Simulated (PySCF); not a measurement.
## Geometry relaxation of Ga2NH4O4

Ga2NH4O4, multiplicity 2, SMILES [NH][Ga]([OH])[O][Ga]([OH])[OH], computed with PBE0-D3(BJ)/def2-SVP geometry optimisation, gas phase (PySCF 2.14.0).

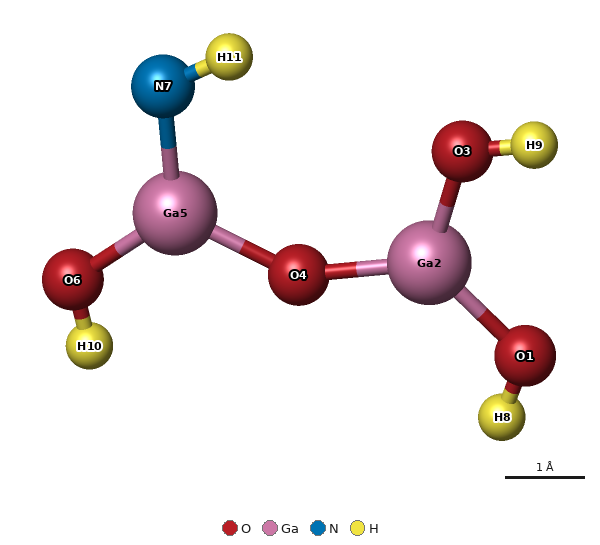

*The starting structure (ball-and-stick view, seen at a tilt; atoms are numbered from 1 in the order of the input). Sticks mark near contacts.*

Bond lengths as drawn: Ga–N 1.84 Å, Ga–O 1.72 to 1.75 Å, H–N 1.02 Å and H–O 0.96 to 0.98 Å.

**Summary**

| quantity | value |
| --- | --- |
| outcome | converged |
| total energy | −4206.200242 hartree |
| ⟨S²⟩ | 0.754 |
| dipole moment | 3.45 D |
| point group | C1 |
| hardware | 1 CPU thread, shared host |
| wall time | 4.6 min |
| peak memory | 0.82 GiB |

**Input file**
```
{"job": {"xc": "PBE0", "basis": "def2-SVP", "d3": "d3bj", "grid": 2, "kind": "geom", "shake": 0.01}, "charge": 0, "multiplicity": 2}
O     -1.675592    -2.549585     0.236522
Ga    -0.378915    -1.402962     0.289396
O      1.165596    -1.892196     0.870285
O     -0.548820     0.245113    -0.239514
Ga     0.312230     1.760948    -0.423534
O     -0.608680     3.087647    -1.062898
N      2.076333     1.831962     0.080950
H     -2.527474    -2.215969    -0.101841
H      1.258494    -2.796956     1.179429
H     -1.527954     2.921996    -1.273424
H      2.487468     0.981500     0.454928
```

The first line tells a small driver script what to run in PySCF; the rest is the geometry in Å.

Launch command:
```bash
OMP_NUM_THREADS=1 python <driver script> task.json out
```

**Output**
```
step   0  E = -4206.18987846  max force = 0.031323
step   1  E = -4206.19489702  max force = 0.019299
step   2  E = -4206.19854595  max force = 0.006413
step   3  E = -4206.19961729  max force = 0.005280
step   4  E = -4206.19998994  max force = 0.003948
step   5  E = -4206.20020496  max force = 0.001198
step   6  E = -4206.20023016  max force = 0.000558
step   7  E = -4206.20023884  max force = 0.000466
step   8  E = -4206.20024196  max force = 0.000243
optimisation converged
```

**Trajectory as extended XYZ (Å, eV, eV/Å), 9 frames, from step=0 to step=8**
```
11
Properties=species:S:1:pos:R:3:forces:R:3 step=0 energy=-114456.25646
O    -1.6756   -2.5496    0.2365   -1.6107  -0.6256  -0.2763
Ga   -0.3789   -1.4030    0.2894   -0.2732   0.7432  -0.3107
O     1.1656   -1.8922    0.8703    1.5210  -0.4275   0.5769
O    -0.5488    0.2451   -0.2395   -0.8813  -0.0804  -0.2416
Ga    0.3122    1.7610   -0.4235    0.3869  -0.6045   0.3139
O    -0.6087    3.0877   -1.0629   -0.0714   0.9381  -0.2908
N     2.0763    1.8320    0.0809    0.6291   1.0994  -0.1467
H    -2.5275   -2.2160   -0.1018    0.6388  -0.2156   0.2442
H     1.2585   -2.7970    1.1794   -0.0383  -0.0319  -0.0094
H    -1.5279    2.9220   -1.2734   -0.1688  -0.1733  -0.0027
H     2.4875    0.9815    0.4549   -0.1321  -0.6220   0.1434
11
Properties=species:S:1:pos:R:3:forces:R:3 step=1 energy=-114456.39302
O    -1.6608   -2.6043    0.3415    0.9501   0.5066   0.1281
Ga   -0.3390   -1.3615    0.3652    0.1205  -0.4795   0.1724
O     1.3139   -1.8259    0.9764   -0.9924   0.4219  -0.4069
O    -0.6697    0.2931   -0.2060    0.5425   0.1075   0.1318
Ga    0.4108    1.7523   -0.2932   -0.4691   0.3425  -0.2466
O    -0.4477    3.1996   -0.9496    0.3388  -0.6622   0.2891
N     2.2369    1.9046    0.1944   -0.4588  -0.4366  -0.0043
H    -2.4729   -2.2233    0.0028   -0.2527   0.0960  -0.1004
H     1.3165   -2.7498    1.2458    0.0657  -0.1037   0.0493
H    -1.3606    2.9644   -1.1524   -0.0281   0.0568  -0.0227
H     2.4626    0.9504    0.5406    0.1835   0.1507   0.0101
11
Properties=species:S:1:pos:R:3:forces:R:3 step=2 energy=-114456.49231
O    -1.6047   -2.6031    0.3551    0.1624   0.2119  -0.0125
Ga   -0.3471   -1.3362    0.3544    0.0506  -0.2256   0.0830
O     1.3009   -1.7110    0.9452   -0.3297   0.0342  -0.1062
O    -0.7120    0.2924   -0.2221    0.0712   0.1116  -0.0159
Ga    0.3699    1.7212   -0.2999    0.0632   0.2354  -0.0438
O    -0.4029    3.1984   -0.9313    0.0063  -0.2644   0.0745
N     2.1816    1.7774    0.2122   -0.1843  -0.2427   0.0118
H    -2.4386   -2.2563    0.0164    0.0027  -0.0641   0.0178
H     1.3613   -2.6299    1.2319    0.0994   0.0374   0.0180
H    -1.3254    3.0225   -1.1519    0.0104   0.0813  -0.0183
H     2.4069    0.8243    0.5555    0.0479   0.0849  -0.0083
11
Properties=species:S:1:pos:R:3:forces:R:3 step=3 energy=-114456.52146
O    -1.5582   -2.6196    0.3724   -0.1048  -0.0581  -0.0123
Ga   -0.3671   -1.3109    0.3416   -0.0969   0.0382  -0.0384
O     1.2914   -1.5807    0.9089    0.1329  -0.0993   0.0727
O    -0.7725    0.3021   -0.2447   -0.2150  -0.0207  -0.0624
Ga    0.3370    1.6977   -0.3044    0.2715   0.1284   0.0481
O    -0.3406    3.2144   -0.9158   -0.1177  -0.0038  -0.0373
N     2.1284    1.6256    0.2363    0.0462  -0.0133   0.0141
H    -2.4168   -2.3321    0.0402    0.0312  -0.0525   0.0229
H     1.4415   -2.4817    1.2176    0.0641   0.0571   0.0014
H    -1.2688    3.1201   -1.1588    0.0262   0.0455  -0.0051
H     2.3157    0.6648    0.5722   -0.0376  -0.0215  -0.0039
11
Properties=species:S:1:pos:R:3:forces:R:3 step=4 energy=-114456.53160
O    -1.5361   -2.6344    0.3815   -0.0860  -0.0885  -0.0015
Ga   -0.3860   -1.2917    0.3328   -0.1154   0.0812  -0.0574
O     1.2834   -1.5080    0.8942    0.1715  -0.0733   0.0769
O    -0.8119    0.3163   -0.2606   -0.1963  -0.0674  -0.0396
Ga    0.3321    1.6899   -0.3050    0.2030   0.0588   0.0463
O    -0.3059    3.2247   -0.9087   -0.0815   0.0571  -0.0431
N     2.1118    1.5427    0.2492    0.0997   0.0688   0.0057
H    -2.4085   -2.3894    0.0527    0.0279  -0.0217   0.0135
H     1.4867   -2.3938    1.2137    0.0186   0.0297  -0.0036
H    -1.2346    3.1711   -1.1601    0.0146   0.0049   0.0016
H     2.2589    0.5723    0.5760   -0.0561  -0.0496   0.0011
11
Properties=species:S:1:pos:R:3:forces:R:3 step=5 energy=-114456.53745
O    -1.5208   -2.6469    0.3870    0.0026  -0.0250   0.0039
Ga   -0.4045   -1.2726    0.3257   -0.0436   0.0387  -0.0265
O     1.2742   -1.4706    0.8894    0.0510   0.0186   0.0136
O    -0.8380    0.3363   -0.2706   -0.0216  -0.0605   0.0157
Ga    0.3435    1.6927   -0.3028    0.0038  -0.0051   0.0013
O    -0.2902    3.2306   -0.9090    0.0155   0.0473  -0.0096
N     2.1182    1.5021    0.2562    0.0527   0.0616  -0.0053
H    -2.4025   -2.4365    0.0617   -0.0029   0.0045  -0.0027
H     1.5056   -2.3476    1.2117   -0.0232  -0.0105  -0.0035
H    -1.2187    3.1892   -1.1605   -0.0083  -0.0303   0.0044
H     2.2231    0.5230    0.5768   -0.0260  -0.0393   0.0088
11
Properties=species:S:1:pos:R:3:forces:R:3 step=6 energy=-114456.53814
O    -1.5201   -2.6482    0.3846    0.0165   0.0010   0.0009
Ga   -0.4054   -1.2710    0.3262   -0.0198  -0.0023  -0.0070
O     1.2733   -1.4734    0.8933    0.0104   0.0287  -0.0018
O    -0.8366    0.3384   -0.2676    0.0142  -0.0085   0.0107
Ga    0.3477    1.6956   -0.3021   -0.0214  -0.0131  -0.0047
O    -0.2929    3.2307   -0.9108    0.0164   0.0222  -0.0018
N     2.1256    1.5101    0.2532    0.0151   0.0099  -0.0006
H    -2.4018   -2.4380    0.0589   -0.0037   0.0027  -0.0027
H     1.4974   -2.3534    1.2126   -0.0134  -0.0108  -0.0004
H    -1.2221    3.1788   -1.1583   -0.0089  -0.0185   0.0011
H     2.2247    0.5301    0.5756   -0.0054  -0.0112   0.0062
11
Properties=species:S:1:pos:R:3:forces:R:3 step=7 energy=-114456.53838
O    -1.5141   -2.6510    0.3819    0.0148   0.0070  -0.0012
Ga   -0.4079   -1.2669    0.3262   -0.0118  -0.0216   0.0016
O     1.2717   -1.4609    0.8956   -0.0030   0.0070  -0.0003
O    -0.8412    0.3415   -0.2656    0.0135   0.0240  -0.0003
Ga    0.3486    1.6951   -0.3017   -0.0056  -0.0084  -0.0012
O    -0.2901    3.2313   -0.9108    0.0025   0.0059  -0.0009
N     2.1277    1.5024    0.2509   -0.0098  -0.0138  -0.0008
H    -2.3969   -2.4457    0.0558   -0.0007   0.0006  -0.0014
H     1.4954   -2.3418    1.2128   -0.0006  -0.0069   0.0026
H    -1.2201    3.1744   -1.1550   -0.0047  -0.0047  -0.0012
H     2.2169    0.5213    0.5756    0.0053   0.0108   0.0030
11
Properties=species:S:1:pos:R:3:forces:R:3 step=8 energy=-114456.53846
O    -1.5121   -2.6517    0.3785    0.0023   0.0031  -0.0035
Ga   -0.4081   -1.2663    0.3270   -0.0006  -0.0084   0.0018
O     1.2701   -1.4614    0.9001   -0.0022   0.0002   0.0017
O    -0.8403    0.3431   -0.2633    0.0072   0.0101   0.0004
Ga    0.3494    1.6960   -0.3019    0.0021  -0.0005   0.0001
O    -0.2927    3.2309   -0.9113   -0.0014   0.0006  -0.0006
N     2.1299    1.5046    0.2472   -0.0114  -0.0125  -0.0024
H    -2.3946   -2.4466    0.0513    0.0000  -0.0028  -0.0005
H     1.4912   -2.3438    1.2156    0.0009   0.0012   0.0008
H    -1.2234    3.1700   -1.1527    0.0007  -0.0005  -0.0008
H     2.2205    0.5249    0.5752    0.0023   0.0095   0.0030
```

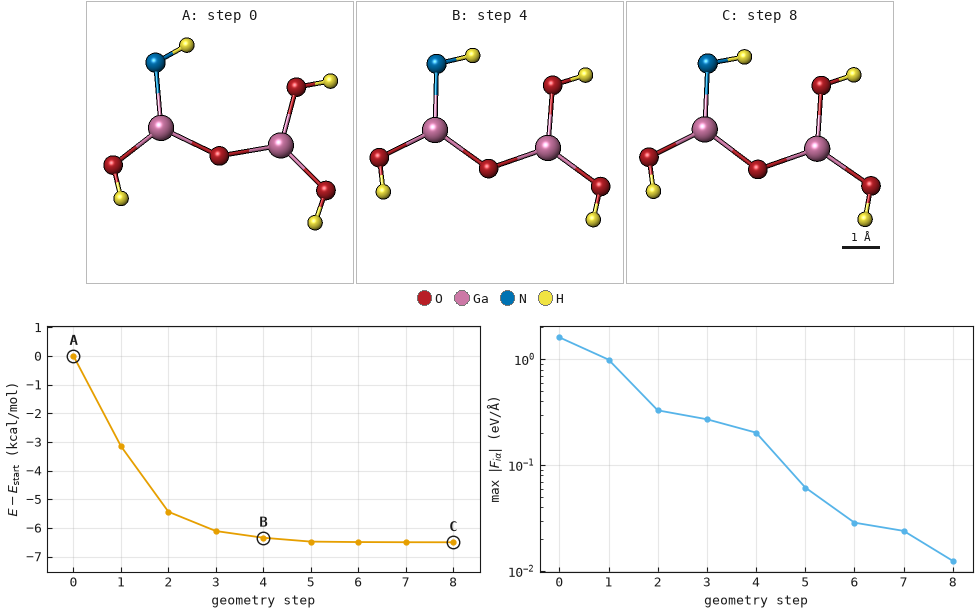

*Frames of the relaxation (ball-and-stick view, seen at a tilt) above the curves, on which the letters mark them (steps are counted from 0).*

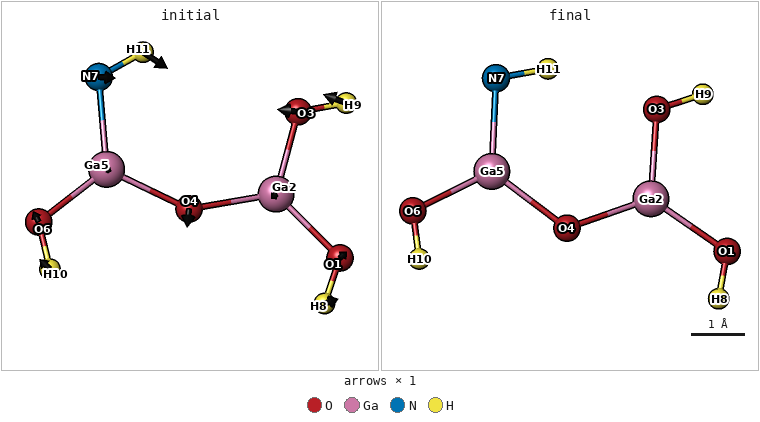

*Before (left) and after (right) the relaxation, at one scale (ball-and-stick view, seen at a tilt). The black arrows give the displacements, at true length.*

Over 8 geometry steps the energy falls by 6.50 kcal/mol. Largest force component: 1.6 eV/Å at the start, 0.013 eV/Å at the end. The largest move after the best rigid fit is that of H11, 0.57 Å. By element the largest moves are H 0.57 Å, O 0.42 Å, N 0.34 Å, Ga 0.14 Å. Distances before and after: Ga2–O3 1.721 → 1.784 Å, O4–Ga5 1.753 → 1.802 Å, O1–Ga2 1.732 → 1.772 Å, Ga5–N7 1.836 → 1.873 Å. Among the angles that change: Ga2–O4–Ga5 143.5° → 122.0°, Ga5–N7–H11 117.2° → 105.8°, Ga5–O6–H10 117.2° → 112.4°. (Atoms are counted from 1 in the order of the input.)
